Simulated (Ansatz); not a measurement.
# One shape, several levels: C2H4AlFO (SMILES C=C[O][AlH][F])

Aim: a comparison of 6 runs (HF/STO-3G, HF/def2-SVP, B3LYP/def2-SVP, BHLYP/def2-SVP, wB97X/def2-SVP, CCSD/def2-SVP) of C2H4AlFO. 

The results are computed with Ansatz 0.2.0.

127 further runs of the same task are left out: 127 set aside as unsound or not needed.

## 1. The structure to begin with

The species is C2H4AlFO (9 atoms), meant as a singlet with charge 0. SMILES: `C=C[O][AlH][F]`. The C1–H6 distance was set to 1.624 Å, away from the relaxed value. At this shape a bond of the SMILES string is far longer than usual.

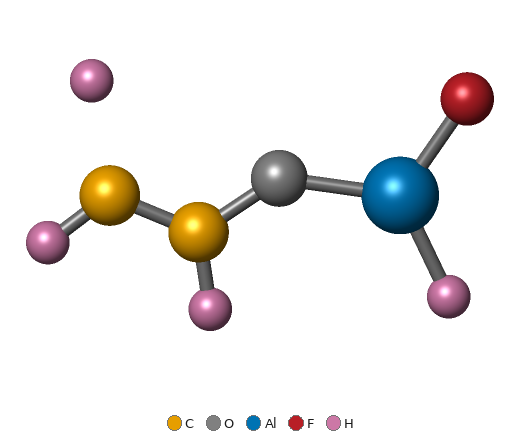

Viewed from a chosen angle; carbon amber, oxygen grey, aluminium blue, fluorine red, hydrogen pink.

## 2. A single-point energy at HF/STO-3G (run 1)

input.yaml

```yaml
crystal:
  periodic: [false, false, false]
  atoms:
    - {symbol: C, position_ang: [-1.694140, -0.572784, 0.623836]}
    - {symbol: C, position_ang: [-0.860140, -0.525584, -0.404564]}
    - {symbol: O, position_ang: [0.358160, 0.043816, -0.340464]}
    - {symbol: Al, position_ang: [1.668660, 0.306616, -1.364864]}
    - {symbol: F, position_ang: [2.955460, 1.088916, -0.715064]}
    - {symbol: H, position_ang: [-1.297700, 0.065300, 2.064100]}
    - {symbol: H, position_ang: [-2.659840, -1.044884, 0.508436]}
    - {symbol: H, position_ang: [-1.131140, -0.955784, -1.368864]}
    - {symbol: H, position_ang: [1.692160, -0.153484, -2.860364]}
basis:
  gaussian: {orbitals: STO-3G}
hamiltonian: {xc: hf}
accuracy: high
output: {orbitals: {seedname: orbitals}}
```

Launch:

```
ansatz run input.yaml --threads 1 --pin off --max-ram 3480MiB --events-out events.jsonl --progress --plain --runs-dir runs
```

Output:

```text
Warning: RAYON_NUM_THREADS=1 ignored (pool sized by the plan → 1); use --threads N
Functional definition: HF
  name "HF"
  exchange = exact_x
  correlation = 0
644 factors; integrals over basis functions are off by at most 5.5e-8 eV
mean field evaluation 1: about -13274.3173 eV, gradient 2.8e1 eV
mean field evaluation 2: about -13274.4238 eV, gradient 2.8e1 eV
mean field evaluation 4: about -13277.5180 eV, gradient 1.8e0 eV
mean field evaluation 8: about -13277.5333 eV, gradient 2.1e-4 eV
mean field -13277.53334130 eV, -487.9403504575 hartree, gradient 9.4e-9 eV, S^2 0.000000; 0 other end points of the search recorded, 0 dependent functions left out
reference -13277.53334130 eV, -487.9403504575 hartree; 23, 23 occupied and 10, 10 virtual orbitals, 644 factors
Total energy: -13277.53334130 eV, -487.9403504575 hartree
```

It took 0.34 s on 1 thread of Arm Neoverse V1, shared host.

## 3. A single-point energy at HF/def2-SVP (run 2)

molecule.yaml

```yaml
crystal:
  periodic: [false, false, false]
  atoms:
    - symbol: C
      position_ang: [-1.694140, -0.572784, 0.623836]
    - symbol: C
      position_ang: [-0.860140, -0.525584, -0.404564]
    - symbol: O
      position_ang: [0.358160, 0.043816, -0.340464]
    - symbol: Al
      position_ang: [1.668660, 0.306616, -1.364864]
    - symbol: F
      position_ang: [2.955460, 1.088916, -0.715064]
    - symbol: H
      position_ang: [-1.297700, 0.065300, 2.064100]
    - symbol: H
      position_ang: [-2.659840, -1.044884, 0.508436]
    - symbol: H
      position_ang: [-1.131140, -0.955784, -1.368864]
    - symbol: H
      position_ang: [1.692160, -0.153484, -2.860364]
basis:
  gaussian:
    orbitals: def2-SVP
accuracy: high
hamiltonian:
  xc: hf
output:
  orbitals: {seedname: orbitals}
```

Launch:

```
ansatz run molecule.yaml --threads 1 --pin off --max-ram 3480MiB --events-out events.jsonl --progress --plain --runs-dir runs
```

Output:

```text
Warning: RAYON_NUM_THREADS=1 ignored (pool sized by the plan → 1); use --threads N
[... 4 set-up lines as earlier in the session ...]
2093 factors; integrals over basis functions are off by at most 8.8e-9 eV
mean field evaluation 1: about -13438.8168 eV, gradient 4.2e1 eV
mean field evaluation 2: about -13438.9205 eV, gradient 4.2e1 eV
mean field evaluation 4: about -13442.8599 eV, gradient 3.3e0 eV
mean field evaluation 8: about -13442.9106 eV, gradient 2.7e-1 eV
mean field evaluation 16: about -13442.9109 eV, gradient 1.8e-8 eV
mean field -13442.91085396 eV, -494.0178619508 hartree, gradient 1.8e-8 eV, S^2 0.000000; 0 other end points of the search recorded, 0 dependent functions left out
reference -13442.91085396 eV, -494.0178619508 hartree; 23, 23 occupied and 71, 71 virtual orbitals, 2093 factors
Total energy: -13442.91085396 eV, -494.0178619508 hartree
```

Run time: 3.3 s. Hardware: 1 thread of Arm Neoverse V1, shared host; peak memory 0.26 GiB.

Runs 3 to 5 aren't shown in full; the table further down has their settings and results.

## 4. The energy at CCSD/def2-SVP (run 6)

molecule.yaml

```yaml
crystal:
  periodic: [false, false, false]
  atoms:
    - {symbol: C, position_ang: [-1.694140, -0.572784, 0.623836]}
    - {symbol: C, position_ang: [-0.860140, -0.525584, -0.404564]}
    - {symbol: O, position_ang: [0.358160, 0.043816, -0.340464]}
    - {symbol: Al, position_ang: [1.668660, 0.306616, -1.364864]}
    - {symbol: F, position_ang: [2.955460, 1.088916, -0.715064]}
    - {symbol: H, position_ang: [-1.297700, 0.065300, 2.064100]}
    - {symbol: H, position_ang: [-2.659840, -1.044884, 0.508436]}
    - {symbol: H, position_ang: [-1.131140, -0.955784, -1.368864]}
    - {symbol: H, position_ang: [1.692160, -0.153484, -2.860364]}
basis:
  gaussian:
    orbitals: def2-SVP
correlation:
  method: ccsd
  frozen_orbitals: {Al: 5, C: 1, F: 1, H: 0, O: 1}
accuracy: high
scf:
  omitted_lower_state_checks: [cluster_reference, increment]
```

Launch:

```
ansatz run molecule.yaml --threads 1 --pin off --max-ram 3480MiB --events-out events.jsonl --progress --plain --runs-dir runs
```

Output:

```text
Warning: RAYON_NUM_THREADS=1 ignored (pool sized by the plan → 1); use --threads N
[... 12 lines left out ...]
9 core orbitals not correlated: weight in the atoms' cores, before any rotation towards them, 1.000 or more for the frozen orbitals, at most 0.000 for the correlated occupied ones
[... 25 lines left out ...]
Total energy: -13462.96312517 eV, -494.7547693260 hartree
Checks for a lower state left out: cluster_reference, increment
```

Wall time 26 s (1 thread of Arm Neoverse V1, shared host); peak memory 0.6 GiB.

## 5. Overview of the runs

| run | level | frozen core orbitals | energy (Eh) | HOMO energy (eV) | LUMO energy (eV) | HOMO–LUMO gap (eV) | wall time |
| --- | --- | --- | --- | --- | --- | --- | --- |
| 1 | HF/STO-3G | – | -487.940350 | -6.53 | 8.78 | 15.31 | 0.34 s |
| 2 | HF/def2-SVP | – | -494.017862 | -9.69 | 2.16 | 11.85 | 3.3 s |
| 3 | B3LYP/def2-SVP | – | -495.879619 | -6.74 | -0.85 | 5.89 | 9 s |
| 4 | BHLYP/def2-SVP | – | -495.728939 | -8.04 | 0.14 | 8.18 | 10 s |
| 5 | wB97X/def2-SVP | – | -495.782956 | -9.33 | 1.42 | 10.75 | 31 s |
| 6 | CCSD/def2-SVP | 9 | -494.754769 | – | – | – | 26 s |

## 6. Results

| quantity | value |
| --- | --- |
| run 6: total energy | -494.75477 Eh |
| run 6: correlation energy (9 core orbitals frozen) | -736.9 mEh |
| run 6: T1 diagnostic | 0.015 |

What this shows: Over runs 1, 2, 3, 4, 5 the HOMO–LUMO gap runs from 5.89 eV (B3LYP/def2-SVP) to 15.31 eV (HF/STO-3G). The two ends differ in method and basis. Totals of different functionals can't be ranked against each other. In run 6 the log says that unrestricted orbitals would lower the reference, so the values rest on an unstable closed-shell determinant (other closed-shell runs at this shape may share the fault). In run 1 the basis is minimal, so the values are rough. All runs together took 79 s, the longest 31 s.
